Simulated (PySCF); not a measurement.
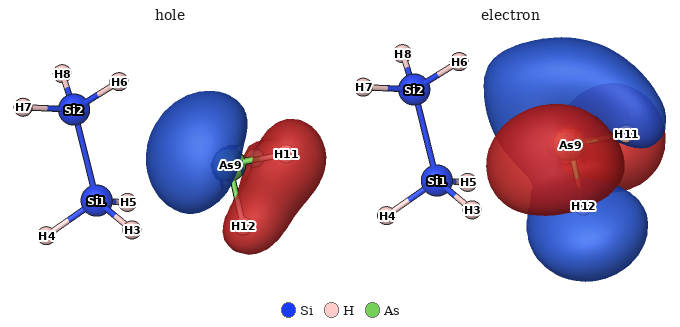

Figure. AsH9Si2, SMILES `[SiH3][SiH3].[AsH3]`. Leading natural transition orbital pair of S₂ (TDA singlet states); the surfaces enclose about 85 % of each orbital's density.

PySCF calculation, ωB97X/def2-SVP, gas phase; geometry: an unrelaxed start of a pair search. Without diffuse functions Rydberg states are missing, so the states' numbers hold for this basis only.

Input

```python
import numpy as np
from pyscf import gto, scf, dft, tdscf
from pyscf.scf import atom_ks, atom_hf
from scipy.linalg import block_diag

def solve(mol, dm0=None, hcore=None):
    mf = (dft.UKS if mol.spin else dft.RKS)(mol, xc='wb97x')
    mf.grids.level = 3
    mf = mf.density_fit(auxbasis='def2-universal-jkfit')
    mf.conv_tol, mf.max_cycle = 1e-8, 80
    if hcore is not None:
        mf.get_hcore = lambda *args: hcore
    mf.kernel(dm0)
    if not mf.converged:
        mf = mf.newton().run(mf.mo_coeff, mf.mo_occ, max_cycle=30)
    assert mf.converged, 'SCF not converged'
    return mf

mol = gto.M(atom='''
Si    -1.93537    -1.19186     0.00002
Si    -2.25352     1.09562     0.00111
H     -0.65605    -1.59117     0.60570
H     -2.98441    -1.89631     0.74351
H     -1.95455    -1.75835    -1.35285
H     -1.00851     1.85293    -0.17105
H     -2.87069     1.57177     1.23924
H     -3.15528     1.51779    -1.07122
As     1.93486     0.08786     0.03883
H      1.74367    -0.30547    -1.38702
H      3.37037     0.38003    -0.25547
H      2.30942    -1.32331     0.35198
''', basis='def2-svp', charge=0, spin=0, verbose=4)
mf = solve(mol)
td = mf.TDA()
td.nstates, td.singlet, td.conv_tol = 5, True, 1e-5
td.kernel()
td.analyze()
x, y = np.array([p[0] for p in td.xy]), np.array([p[1] + 0 * p[0] for p in td.xy])
f, mu = td.oscillator_strength(), td.transition_dipole()
nto = [td.get_nto(state=i + 1, verbose=4) for i in range(len(td.e))]
# spherically averaged free atoms, for the promolecule
atm = atom_ks.get_atm_nrks(mol, xc='wb97x')
pro = block_diag(*[(atm[a[0]][2] * atm[a[0]][3]) @ atm[a[0]][2].T for a in mol._atom])
np.savez('result.npz', e=td.e, f=f, ok=td.converged, w=[n[0] for n in nto], nto=[n[1] for n in nto], x=x, y=y, c=mf.mo_coeff, occ=mf.mo_occ, eps=mf.mo_energy, pro=pro, mu=mu)
```

Launched as:

```sh
OMP_NUM_THREADS=1 python input.py
```

The run took 6.2 min on 1 thread of Arm Neoverse V1, on a shared host, peak memory 0.66 GiB.

Give its energy and the atoms that hole and electron lie on.

Answer. 7.82 eV (159 nm), f = 0.100; the leading pair carries 73 %; hole on As9 (56 %), H11 (9 %) and Si1 and Si2 (9 % each), electron on As9 (46 %), H10 (13 %) and H12 (11 %) (shares are of the whole state, not of the leading pair alone); their centroids lie 0.2 Å apart; S₁, S₃ and S₄ lie within 0.1 eV of it. In canonical orbitals it is mainly HOMO → LUMO+3 (46 %). The HOMO–LUMO gap is 12.38 eV.
